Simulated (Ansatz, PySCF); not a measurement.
Dissociation curve of NaF, singlet.

Levels of theory: UKS-PBE = unrestricted PBE/aug-cc-pVDZ (Ansatz, a program for electronic structure); NEVPT2 = SC-NEVPT2 on CASSCF(8,5)/aug-cc-pVDZ, all electrons correlated (PySCF); UMP2/6-31G* = unrestricted MP2 (frozen core)/6-31G*, spherical d (PySCF).

Energies are in kJ/mol, each relative to the lowest point of its own curve near equilibrium.

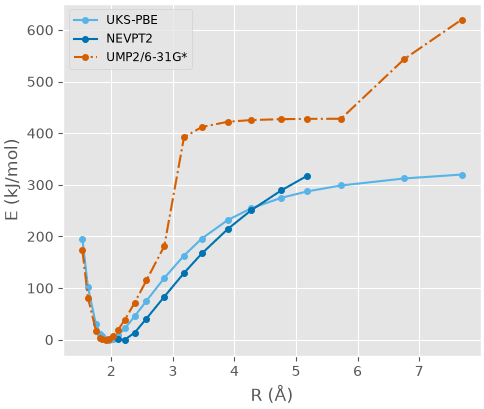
Energy against bond length for each method.

| R / Å | UKS-PBE | NEVPT2 | UMP2/6-31G* |
|---|---|---|---|
| 1.53 | 195.1 | — | 173.0 |
| 1.62 | 101.2 | — | 81.4 |
| 1.75 | 29.8 | — | 17.7 |
| 1.82 | 11.5 | — | 4.2 |
| 1.85 | 6.7 | — | 1.4 |
| 1.92 | 0.7 | — | 0.0 |
| 1.96 | 0.0 | — | 1.8 |
| 2.02 | 1.7 | — | 7.0 |
| 2.11 | 8.8 | 0.6 | 19.2 |
| 2.22 | 22.0 | 0.0 | 38.6 |
| 2.38 | 45.3 | 13.7 | 71.9 |
| 2.57 | 75.1 | 40.8 | 114.9 |
| 2.86 | 119.4 | 83.2 | 181.2 |
| 3.18 | 162.8 | 129.1 | 392.1 |
| 3.47 | 195.9 | 166.9 | 411.9 |
| 3.89 | 231.6 | 214.1 | 422.0 |
| 4.27 | 254.3 | 250.6 | 425.3 |
| 4.76 | 274.7 | 289.1 | 427.1 |
| 5.18 | 287.1 | 317.3 | 427.6 |
| 5.73 | 298.6 | — | 427.8 |
| 6.76 | 312.3 | — | 543.7 |
| 7.69 | 319.8 | — | 619.9 |

At the longest distance, 7.69 Å, UMP2/6-31G* lies highest above its minimum (619.9 kJ/mol) and UKS-PBE lowest (319.8 kJ/mol).

Dashes: no converged value, or the column stops at the first point that the program doubted or that broke a chosen test of continuity, which isn't proof of a fault.

The unrestricted determinant behind UKS-PBE is spin-contaminated at 3.47 to 7.69 Å (<S²> up to 0.5, against 0.00 for a pure singlet). The unrestricted solution behind UMP2/6-31G* changes between 5.73 and 6.76 Å, which can leave a kink. The unrestricted determinant behind UMP2/6-31G* is spin-contaminated at 3.18 to 5.73 Å (<S²> up to 1.0, against 0.00 for a pure singlet).
